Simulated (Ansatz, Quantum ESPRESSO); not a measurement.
# Li2BrCl (R-3m): zone-centre phonons

Aim: the zone-centre modes of Li2BrCl (R-3m).

Calculated with Quantum ESPRESSO 7.5; DFT PBE, scalar-relativistic, plane waves, GBRV ultrasoft pseudopotentials.

The structure was built from a prototype and need not be the compound's stable phase.

### Step 1. Starting point

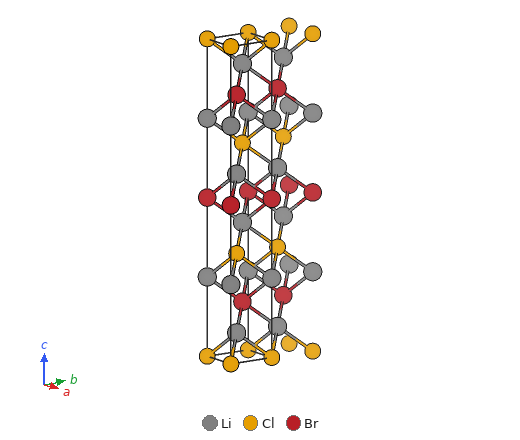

The cell as given, slightly off an axis (lithium grey, chlorine orange, bromine red). 1×2×1 cells are drawn. This picture shows the conventional cell, with its axes. Bonds to atoms that aren't drawn are left out. Some periodic images of atoms are drawn too.

### Step 2. A probe with smearing

A cheap run with smearing and empty bands tells whether the crystal has a gap, which decides between fixed occupations and smearing later on.

The input, probe.in:

```
&control
   calculation = 'scf'
   prefix = 'x'
   outdir = './tmp'
   pseudo_dir = './pseudo'
   tprnfor = .true.
   tstress = .true.
   verbosity = 'high'
/
&system
   ibrav = 0
   nat = 4
   ntyp = 3
   ecutwfc = 45.0
   ecutrho = 270.0
   occupations = 'smearing'
   smearing = 'gaussian'
   degauss = 0.01
/
&electrons
   conv_thr = 1.0d-07
   mixing_beta = 0.7
   electron_maxstep = 100
/
ATOMIC_SPECIES
 Li      6.9400  Li.upf
 Cl     35.4500  Cl.upf
 Br     79.9040  Br.upf
CELL_PARAMETERS angstrom
     1.881580130    1.086330800    6.145214980
    -1.881580130    1.086330800    6.145214980
     0.000000000   -2.172661590    6.145214980
ATOMIC_POSITIONS crystal
 Li     0.750000000   0.750000000   0.750000000
 Li     0.250000000   0.250000000   0.250000000
 Cl     0.000000000   0.000000000   0.000000000
 Br     0.500000000   0.500000000   0.500000000
K_POINTS automatic
 6 6 6 0 0 0
```

On the command line:

```bash
> OMP_NUM_THREADS=1 mpirun -n 4 pw.x -nk 4 -in probe.in > probe.out
```

Log:

```text
[banners, grids, parts of the stress and lines that vanish by symmetry left out]
Program PWSCF v.7.5
     Message from routine setup:
     using ibrav=0 with symmetry is DISCOURAGED, use correct ibrav instead
[...]
kinetic-energy cutoff     =      45.0000  Ry
     charge density cutoff     =     270.0000  Ry
     scf convergence threshold =      1.0E-07
[...]
Exchange-correlation=  SLA  PW   PBX  PBC
                           (   1   4   3   4   0   0   0)
[...]
12 Sym. Ops., with inversion, found
[...]
(     0          1          0      )
                  (     0          0          1      )
[...]
( -0.0000000  1.0000000 -0.0000000 )
                  (  0.0000000 -0.0000000  1.0000000 )
[...]
(    -1          0          0      )
                  (     0          0         -1      )
[...]
(     1          0          0      )
[...]
( -0.8660254 -0.5000000  0.0000000 )
                  ( -0.0000000  0.0000000  1.0000000 )
[...]
number of k points=    32  Gaussian smearing, width (Ry)=  0.0100
[...]
End of self-consistent calculation
[...]
the Fermi energy is     6.1209 ev
!    total energy              =    -109.57325288 Ry
[...]
convergence has been achieved in   6 iterations
[...]
atom    1 type  1   force =     0.00000000    0.00000000   -0.01092733
     atom    2 type  1   force =    -0.00000000   -0.00000000    0.01092733
     atom    3 type  2   force =     0.00000000    0.00000000   -0.00000000
     atom    4 type  3   force =    -0.00000000    0.00000000   -0.00000000
[...]
Total force =     0.015454     Total SCF correction =     0.000004
[...]
total   stress  (Ry/bohr**3)                   (kbar)     P=        3.59
[...]
XML data file, charge density, pseudopotentials, collected wavefunctions

   JOB DONE.
```

Run time: 14 s. Hardware: 4 MPI ranks of Arm Neoverse V2, shared host.

This step gave:

```yaml
volume_per_atom: 18.84 Å³
pressure: 0.3590 GPa
gap_on_the_k_mesh: 5.383 eV
```

A gap of 5.4 eV opens on this mesh, so the crystal is taken as an insulator; the start stands at 0.36 GPa.

### Step 3. Relaxing the cell and atoms

The harmonic expansion starts where the forces on the atoms vanish, and stress shifts the frequencies, so cell and atoms are relaxed with tight thresholds.

relax.in, as its differences from probe.in of step 2:

```diff
@@ -1,3 +1,3 @@
 &control
-   calculation = 'scf'
+   calculation = 'vc-relax'
    prefix = 'x'
@@ -7,3 +7,5 @@
    tstress = .true.
-   verbosity = 'high'
+   forc_conv_thr = 2.0d-05
+   etot_conv_thr = 1.0d-07
+   nstep = 40
 /
@@ -15,10 +17,14 @@
    ecutrho = 270.0
-   occupations = 'smearing'
-   smearing = 'gaussian'
-   degauss = 0.01
+   occupations = 'fixed'
+   nbnd = 12
 /
 &electrons
-   conv_thr = 1.0d-07
+   conv_thr = 1.0d-11
    mixing_beta = 0.7
    electron_maxstep = 100
+/
+&ions
+/
+&cell
+   press_conv_thr = 0.2
 /
```

On the command line:

```bash
> OMP_NUM_THREADS=1 mpirun -n 4 pw.x -nk 4 -in relax.in > relax.out
```

Log:

```text
[banners, grids, parts of the stress and lines that vanish by symmetry left out]
[banner, memory and clock lines left out]
Program PWSCF v.7.5

[...]
kinetic-energy cutoff     =      45.0000  Ry
     charge density cutoff     =     270.0000  Ry
     scf convergence threshold =      1.0E-11
[...]
energy convergence thresh.=      1.0E-07
     force convergence thresh. =      2.0E-05
     press convergence thresh. =      2.0E-01
     Exchange-correlation=  SLA  PW   PBX  PBC
                           (   1   4   3   4   0   0   0)
[...]
12 Sym. Ops., with inversion, found
[...]
number of k points=    32
[...]
End of self-consistent calculation
[...]
highest occupied, lowest unoccupied level (ev):     2.0199    7.4026
!    total energy              =    -109.57325290 Ry
[...]
convergence has been achieved in  10 iterations
[...]
atom    1 type  1   force =     0.00000000   -0.00000000   -0.01093053
     atom    2 type  1   force =    -0.00000000    0.00000000    0.01093053
     atom    3 type  2   force =    -0.00000000   -0.00000000    0.00000000
     atom    4 type  3   force =     0.00000000   -0.00000000    0.00000000
     Total force =     0.015458     Total SCF correction =     0.000000
[...]
total   stress  (Ry/bohr**3)                   (kbar)     P=        3.64
[...]
number of bfgs steps    =   0
[...]
CELL_PARAMETERS (angstrom)
[...]
ATOMIC_POSITIONS (crystal)
Li               0.7496862497        0.7496862497        0.7496862497
Li               0.2503137503        0.2503137503        0.2503137503
Cl              -0.0000000000        0.0000000000        0.0000000000
Br               0.5000000000        0.5000000000        0.5000000000
[...]
New effective cutoffs (rho, wfc):  269.47   44.94
[...]
End of self-consistent calculation
[...]
highest occupied, lowest unoccupied level (ev):     2.0221    7.3746
!    total energy              =    -109.57350514 Ry
[...]
convergence has been achieved in   5 iterations
[...]
atom    1 type  1   force =    -0.00000000   -0.00000000   -0.01010301
     atom    2 type  1   force =     0.00000000    0.00000000    0.01010301
     atom    3 type  2   force =    -0.00000000   -0.00000000    0.00000000
     atom    4 type  3   force =     0.00000000   -0.00000000   -0.00000000
     Total force =     0.014288     Total SCF correction =     0.000000
[...]
total   stress  (Ry/bohr**3)                   (kbar)     P=        2.95
[...]
number of bfgs steps    =   1
[...]
WARNING: bfgs curvature condition failed, Theta= 0.875
[...]
CELL_PARAMETERS (angstrom)
[...]
ATOMIC_POSITIONS (crystal)
[...]
New effective cutoffs (rho, wfc):  269.23   44.91
[...]
End of self-consistent calculation
[...]
highest occupied, lowest unoccupied level (ev):     2.0266    7.3461
!    total energy              =    -109.57375508 Ry
[...]
convergence has been achieved in   5 iterations
[...]
atom    1 type  1   force =     0.00000000   -0.00000000   -0.00920412
     atom    2 type  1   force =     0.00000000    0.00000000    0.00920412
     atom    3 type  2   force =    -0.00000000   -0.00000000    0.00000000
     atom    4 type  3   force =     0.00000000    0.00000000    0.00000000
     Total force =     0.013017     Total SCF correction =     0.000000
[...]
number of bfgs steps    =   7
[...]
highest occupied, lowest unoccupied level (ev):     2.1857    7.1809
!    total energy              =    -109.57495379 Ry
[...]
convergence has been achieved in   7 iterations
[...]
Total force =     0.000026     Total SCF correction =     0.000000
[...]
total   stress  (Ry/bohr**3)                   (kbar)     P=       -1.12
[...]
number of bfgs steps    =   8
[...]
highest occupied, lowest unoccupied level (ev):     2.2247    7.2302
!    total energy              =    -109.57496199 Ry
[...]
convergence has been achieved in   8 iterations
[...]
Total force =     0.000093     Total SCF correction =     0.000000
[...]
total   stress  (Ry/bohr**3)                   (kbar)     P=       -0.03
[...]
number of bfgs steps    =   9
[...]
New effective cutoffs (rho, wfc):  268.87   44.85
[...]
highest occupied, lowest unoccupied level (ev):     2.2251    7.2327
!    total energy              =    -109.57496209 Ry
[...]
convergence has been achieved in   4 iterations
[...]
Total force =     0.000024     Total SCF correction =     0.000000
[...]
total   stress  (Ry/bohr**3)                   (kbar)     P=        0.02
[...]
number of bfgs steps    =  10
[...]
CELL_PARAMETERS (angstrom)
[...]
ATOMIC_POSITIONS (crystal)
[...]
New effective cutoffs (rho, wfc):  268.86   44.85
[...]
End of self-consistent calculation
[...]
highest occupied, lowest unoccupied level (ev):     2.2249    7.2334
!    total energy              =    -109.57496214 Ry
[...]
convergence has been achieved in   5 iterations
[...]
atom    1 type  1   force =     0.00000000   -0.00000000   -0.00001386
     atom    2 type  1   force =     0.00000000    0.00000000    0.00001386
     atom    3 type  2   force =     0.00000000    0.00000000    0.00000000
     atom    4 type  3   force =     0.00000000   -0.00000000   -0.00000000
     Total force =     0.000020     Total SCF correction =     0.000000
[...]
total   stress  (Ry/bohr**3)                   (kbar)     P=        0.03
[...]
bfgs converged in  12 scf cycles and  11 bfgs steps
[...]
End of BFGS Geometry Optimization
     Final enthalpy           =    -109.5749621375 Ry
     File ./tmp/x.bfgs deleted, as requested
[...]
CELL_PARAMETERS (angstrom)
[...]
ATOMIC_POSITIONS (crystal)
[...]
Cl              -0.0000000000        0.0000000000        0.0000000000
Br               0.5000000000        0.5000000000        0.5000000000
[...]
Final scf calculation at the relaxed structure.
[...]
kinetic-energy cutoff     =      45.0000  Ry
     charge density cutoff     =     270.0000  Ry
     scf convergence threshold =      1.0E-13
[...]
press convergence thresh. =      2.0E-01
     Exchange-correlation=  SLA  PW   PBX  PBC
                           (   1   4   3   4   0   0   0)
[...]
12 Sym. Ops., with inversion, found
[...]
number of k points=    32
[...]
c_bands:  1 eigenvalues not converged
     c_bands:  2 eigenvalues not converged
     c_bands:  1 eigenvalues not converged
[...]
End of self-consistent calculation
[...]
highest occupied, lowest unoccupied level (ev):     2.2249    7.2334
!    total energy              =    -109.57496566 Ry
[...]
convergence has been achieved in  13 iterations
[...]
atom    1 type  1   force =    -0.00000000   -0.00000000   -0.00001326
     atom    2 type  1   force =     0.00000000    0.00000000    0.00001326
     atom    3 type  2   force =     0.00000000   -0.00000000   -0.00000000
     atom    4 type  3   force =    -0.00000000    0.00000000   -0.00000000
     Total force =     0.000019     Total SCF correction =     0.000000
[...]
total   stress  (Ry/bohr**3)                   (kbar)     P=        0.03
[...]
XML data file, charge density, pseudopotentials, collected wavefunctions
```

It took 2.6 min on 4 MPI ranks.

Relaxation path:

| step | energy less that of the first step (eV) | largest force (eV/Å) | pressure (GPa) | volume (Å³) |
| --- | --- | --- | --- | --- |
| 1 | 0.0000 | 0.2810 | 0.36 | 75.37 |
| 2 | -0.0034 | 0.2598 | 0.30 | 75.51 |
| 3 | -0.0068 | 0.2366 | 0.23 | 75.65 |
| 4 | -0.0112 | 0.2024 | 0.14 | 75.83 |
| 5 | -0.0165 | 0.1519 | 0.02 | 76.07 |
| 6 | -0.0213 | 0.0774 | -0.12 | 76.36 |
| 7 | -0.0228 | 0.0102 | -0.21 | 76.54 |
| 8 | -0.0229 | 0.0053 | -0.18 | 76.47 |
| 9 | -0.0231 | 0.0005 | -0.11 | 76.27 |
| 10 | -0.0233 | 0.0017 | 0.00 | 75.97 |
| 11 | -0.0233 | 0.0004 | 0.00 | 75.96 |
| 12 | -0.0233 | 0.0004 | 0.00 | 75.96 |
| 13 | -0.0233 | 0.0003 | 0.00 | 75.96 |

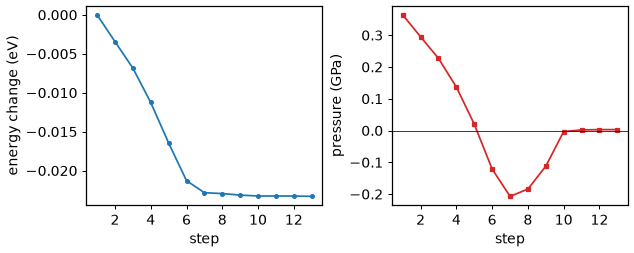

Energy and pressure along the relaxation.

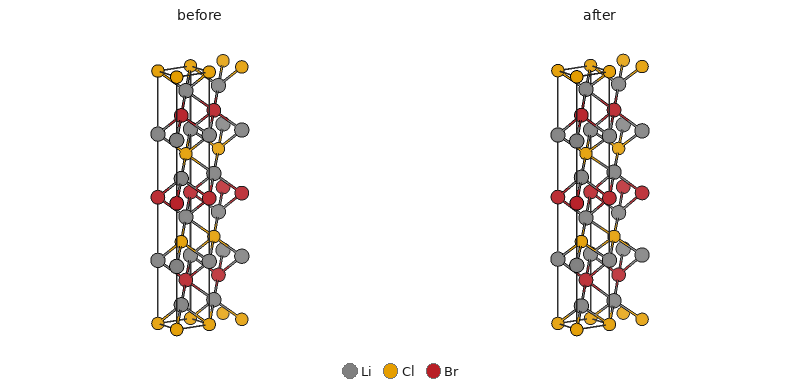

The structure before and after the relaxation, drawn at the same scale. Bonds to atoms that aren't drawn are left out.

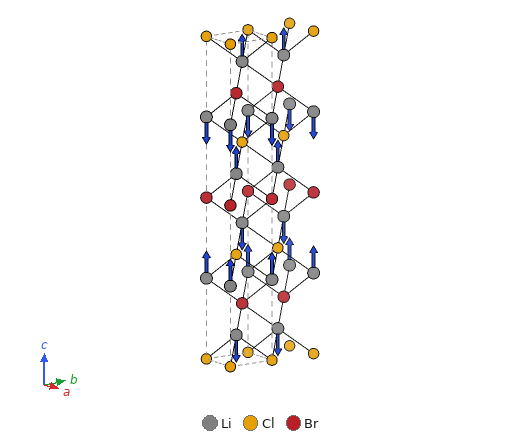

Displacements in the relaxation, exaggerated, measured against the changing cell; the longest in the cell stands for 0.08 Å. Bonds to atoms that aren't drawn are left out. 1×2×1 conventional cells are drawn. Some periodic images of atoms are drawn too.

| conventional cell, symmetrised | before | after | change |
| --- | --- | --- | --- |
| a (Å) | 3.763 | 3.775 | +0.3 % |
| b (Å) | 3.763 | 3.775 | +0.3 % |
| c (Å) | 18.436 | 18.461 | +0.1 % |
| volume (Å³/atom) | 18.84 | 18.99 | +0.8 % |

The atoms that moved most (Å, as changes of fractional coordinates times the final cell):

| atom | dx | dy | dz | length |
| --- | --- | --- | --- | --- |
| Li2 | 0.000 | 0.000 | 0.081 | 0.081 |
| Li1 | 0.000 | 0.000 | -0.081 | 0.081 |

The relaxed structure:

```cif
data_structure
_symmetry_space_group_name_H-M 'P 1'
_symmetry_Int_Tables_number 1
_cell_length_a 6.5284
_cell_length_b 6.5284
_cell_length_c 6.5284
_cell_angle_alpha 33.613
_cell_angle_beta 33.613
_cell_angle_gamma 33.613
_cell_volume 75.96
loop_
_atom_site_label
_atom_site_type_symbol
_atom_site_fract_x
_atom_site_fract_y
_atom_site_fract_z
_atom_site_occupancy
Li1 Li 0.74563 0.74563 0.74563 1
Li2 Li 0.25437 0.25437 0.25437 1
Cl3 Cl 0.00000 0.00000 0.00000 1
Br4 Br 0.50000 0.50000 0.50000 1
```

The last row of the table of steps is pw.x's closing run on a basis chosen anew for the final cell, so its energy can jump.

Read from the output:

- volume per atom: 18.99 Å³
- pressure: 0.002333 GPa
- gap on the k-mesh: 5.008 eV

The volume changes by +0.8 % from the cell with which this run began.

### Step 4. Self-consistent run for the response

The response is built on this ground state, so it is converged far tighter than an energy would need. With a gap, occupations are fixed, which also allows the response to an electric field.

The input, scf.in:

```
&control
   calculation = 'scf'
   prefix = 'x'
   outdir = './tmp'
   pseudo_dir = './pseudo'
   tprnfor = .true.
   tstress = .true.
/
&system
   ibrav = 0
   nat = 4
   ntyp = 3
   ecutwfc = 45.0
   ecutrho = 270.0
   occupations = 'fixed'
   nbnd = 12
/
&electrons
   conv_thr = 1.0d-12
   mixing_beta = 0.7
   electron_maxstep = 100
/
ATOMIC_SPECIES
 Li      6.9400  Li.upf
 Cl     35.4500  Cl.upf
 Br     79.9040  Br.upf
CELL_PARAMETERS angstrom
     1.887606980    1.089810399    6.153825864
    -1.887606980    1.089810399    6.153825864
     0.000000000   -2.179620794    6.153825865
ATOMIC_POSITIONS crystal
 Li     0.745625460   0.745625460   0.745625460
 Li     0.254374540   0.254374540   0.254374540
 Cl     0.000000000   0.000000000   0.000000000
 Br     0.500000000   0.500000000   0.500000000
K_POINTS automatic
 6 6 6 0 0 0
```

On the command line:

```bash
> OMP_NUM_THREADS=1 mpirun -n 4 pw.x -nk 4 -in scf.in > scf.out
```

Log:

```text
[banners, grids, parts of the stress and lines that vanish by symmetry left out]
[banner, memory and clock lines left out]
Program PWSCF v.7.5

[...]
kinetic-energy cutoff     =      45.0000  Ry
     charge density cutoff     =     270.0000  Ry
     scf convergence threshold =      1.0E-12
[...]
Exchange-correlation=  SLA  PW   PBX  PBC
                           (   1   4   3   4   0   0   0)
[...]
12 Sym. Ops., with inversion, found
[...]
number of k points=    32
[...]
End of self-consistent calculation
[...]
highest occupied, lowest unoccupied level (ev):     2.2249    7.2334
!    total energy              =    -109.57496566 Ry
[...]
convergence has been achieved in  10 iterations
[...]
atom    1 type  1   force =     0.00000000   -0.00000000   -0.00001319
     atom    2 type  1   force =    -0.00000000    0.00000000    0.00001319
     atom    3 type  2   force =    -0.00000000   -0.00000000    0.00000000
     atom    4 type  3   force =     0.00000000   -0.00000000   -0.00000000
     Total force =     0.000019     Total SCF correction =     0.000000
[...]
total   stress  (Ry/bohr**3)                   (kbar)     P=        0.02
[...]
XML data file, charge density, pseudopotentials, collected wavefunctions
```

Wall time 19 s (4 MPI ranks).

The cell stands at 0.0023 GPa, close enough for phonons.

(Continued in part 2 of 4.)

[Host names and launcher messages were left out of these logs when they were recorded.]

[Logs are printed without paths, hosts, clocks, repeated set-up lines and the standing remarks that a program may print on its own settings, such as how far it seeks lower states.]

[Hosts, paths, dates, database ids (printed as entryN), source tags and the programs' standing remarks are cut or masked in the printed files.]
